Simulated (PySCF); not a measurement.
H₇NO₃SSi₂, SMILES N[SiH2]S[Si](O)(O)O at its PBE0/def2-SVP optimised geometry (Å):

```
14

Si    -0.5170    -1.9508     1.5333
O      1.0056    -2.0447     2.1460
O     -1.4547    -2.9240     2.4782
O     -0.4934    -2.3699    -0.0413
S     -1.3443     0.0521     1.7234
Si    -0.4860     0.9704     0.0000
N     -0.9283     0.0304    -1.4223
H      1.0646    -2.1071     3.1039
H     -2.3791    -3.0079     2.2278
H     -0.6531    -1.6372    -0.6805
H      1.0039     0.9704     0.0000
H     -1.0039     2.3699     0.0000
H     -1.9056     0.0547    -1.7058
H     -0.3364     0.1506    -2.2420
```

Level of theory: PBE0/def2-TZVP (PySCF 2.14.0).

Map of the log10 of the electron density (e/bohr³), floored at −4 on the plane z = 0.8 Å:

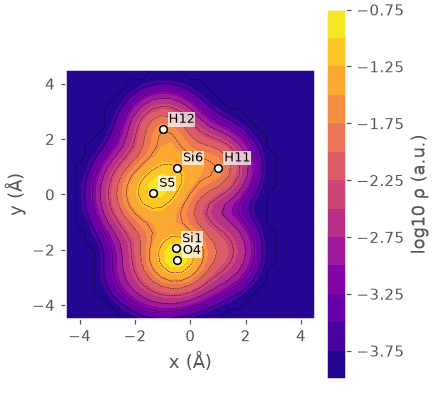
Figure: Log10 of the electron density (e/bohr³), floored at −4 on the plane z = 0.8 Å.
